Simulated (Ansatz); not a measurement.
CH5NOSi: several calculations on one system

**1. Relaxation**

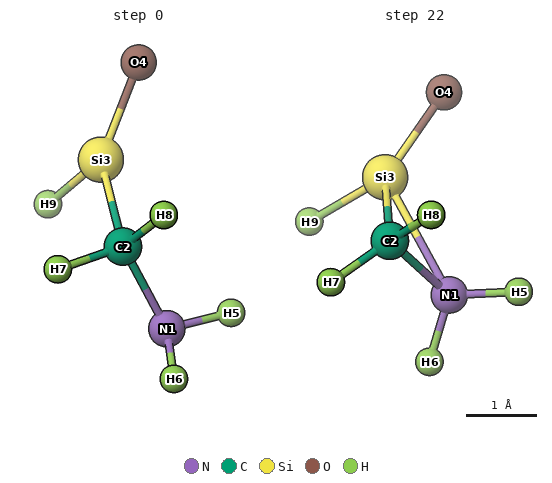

The structure of CH$_{5}$NOSi before (left) and after (right) a relaxation, at one scale.

The picture is a ball-and-stick view, seen from a free direction.

The run prepares an end point of a later path (torsion) calculation, from a guessed geometry.

Theory: RKS revPBE-D4/6-31G* in Ansatz. Set-up: no spin polarisation; force threshold 0.015 eV/Å; at most 40 steps.

Summarise the run.

The largest move after the best rigid fit is that of H6, 1.08 Å. By element the largest moves are H 1.08 Å, O 0.72 Å, N 0.52 Å, C 0.33 Å, Si 0.29 Å. Some distances before and after: N1–Si3 2.751 → 2.041 Å, N1–C2 1.465 → 1.539 Å, Si3–H9 1.454 → 1.507 Å, Si3–O4 1.508 → 1.557 Å. Among the angles between lasting bonds that change: N1–C2–Si3 108.7° → 72.4°, Si3–C2–H7 110.8° → 120.7°, H7–C2–H8 106.5° → 111.8°. Groups turn about N1–C2 by about 50°. Over 19 accepted moves (22 points after the start) the energy falls by 0.349 eV. The largest force component goes from 2.2 to 0.0082 eV/Å. The line search rejected the trial steps at points 3, 5, 16 of the run. The run took roughly 100 core-seconds on a shared host.

**2. Relaxation**

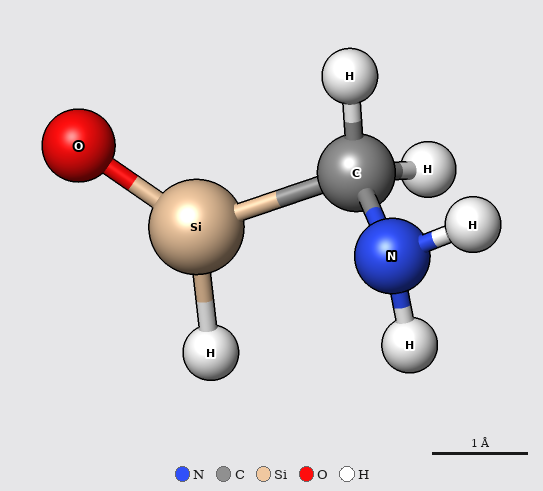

CH5NOSi, before the relaxation. The picture is a ball-and-stick view, seen at a tilt.

The run prepares an end point of a later path (torsion) calculation, from a guessed geometry.

The calculation used Ansatz 0.2.0, RKS revPBE-D4/6-31G*.

Input
```yaml
crystal:
  periodic: [false, false, false]
  atoms:
    - { symbol: "N", position_ang: [-0.36992, 1.28929, 0.07503] }
    - { symbol: C, position_ang: [-0.21282, -0.08001, 0.57283] }
    - { symbol: Si, position_ang: [0.82246, -1.07105, -0.68152] }
    - { symbol: O, position_ang: [2.166, -1.67442, -0.35792] }
    - { symbol: H, position_ang: [-0.93799, 1.29229, -0.76538] }
    - { symbol: H, position_ang: [-0.84084, 1.86871, 0.76223] }
    - { symbol: H, position_ang: [0.30284, -0.01232, 1.53584] }
    - { symbol: H, position_ang: [-1.17411, -0.58153, 0.76777] }
    - { symbol: H, position_ang: [0.07378, -1.19302, -1.92165] }
basis:
  gaussian: { orbitals: "6-31G*" }
hamiltonian:
  xc: revpbe
  dispersion: d4
relax:
  f_tol: 0.015
  max_steps: 40
```

Launched with:
```bash
ansatz run input.yaml --threads 1 --pin off --max-ram 2048MiB --backend cpu --events-out ev --progress --plain --runs-dir out
```

Question: What does the optimiser find from here?

Answer: The largest move after the best rigid fit is that of H6, 1.23 Å. Largest moves by element: H 1.23 Å, O 0.83 Å, N 0.46 Å, C 0.40 Å, Si 0.28 Å. Among the contacts that change: N1–Si3 2.751 → 2.037 Å, N1–C2 1.465 → 1.540 Å, Si3–H9 1.454 → 1.507 Å, Si3–O4 1.508 → 1.557 Å. Bond angles that change, for instance: N1–C2–Si3 108.7° → 72.2°, Si3–C2–H7 110.8° → 121.4°, C2–N1–H5 110.1° → 115.5°. Groups turn about N1–C2 by about 60°. After 19 geometry steps the energy has fallen by 37.9 kJ/mol. Largest force component: 2.3 eV/Å at the start, 0.013 eV/Å at the end. The run took roughly 90 core-seconds on a shared host.

Step by step:

```csv
step,"E − E(0), kJ/mol","largest force component, eV/Å"
0,0.00,2.3074
1,-13.34,0.9956
2,-16.94,0.2774
3,-18.02,0.2807
4,-19.48,0.1332
5,-19.83,0.1375
6,-20.43,0.1303
7,-21.41,0.3533
8,-22.56,0.6215
9,-24.53,1.0383
10,-27.90,1.0030
11,-30.64,1.0167
12,-33.31,0.4701
13,-35.07,0.3598
14,-37.19,0.1258
15,-37.26,0.2126
16,-37.70,0.0837
17,-37.81,0.0520
18,-37.85,0.0363
19,-37.86,0.0134
```

The structure at the end:

```xyz
9

N    -0.2371    0.9084   -0.1417
C    -0.4688   -0.3173    0.7613
Si    0.7470   -0.8178   -0.5891
O     2.2999   -0.8687   -0.4932
H    -1.0728    1.2838   -0.5993
H     0.2886    1.6582    0.3161
H    -0.1362   -0.1297    1.7899
H    -1.5160   -0.6457    0.7248
H    -0.0751   -1.2334   -1.7815
```

After the run, drawn alike:

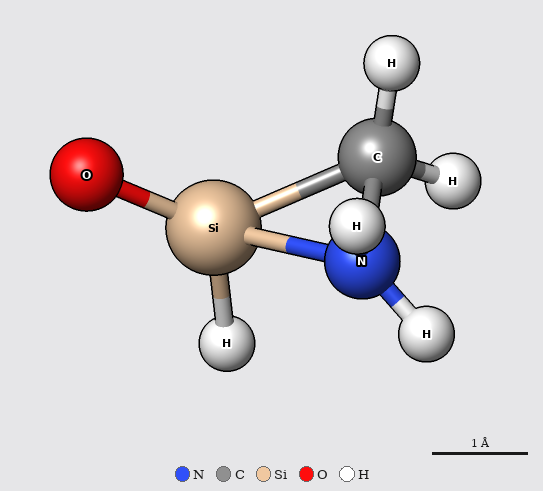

**3. Path**

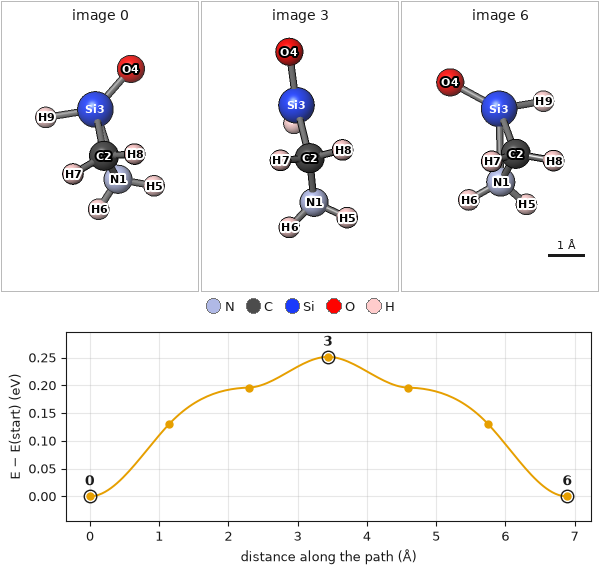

NEB run on CH5NOSi. Images are numbered from 0 (start) to 6 (end). A ball-and-stick model, seen from a free direction.

Theory: Ansatz 0.2.0, RKS revPBE-D4/6-31G*. Settings: 5 movable images; climbing image; force threshold 0.05 eV/Å; iteration limit 60; starting path by image-dependent pair potential.

**Read off the barrier and say what moves.**

The motion is a rotation about the C2–Si3 bond. No bond forms or breaks between the ends. Bond angles that change up to the highest image, for instance: N1–C2–Si3 72.4° → 108.2°, Si3–C2–H7 120.7° → 108.6°. The two ends have the same energy, and the highest point, image 3, lies 0.251 eV above the start. The band converged in 10 iterations, with a climbing image at the top. At the top, the vibrational analysis gives one imaginary mode (267i cm⁻¹), as a transition state must have.
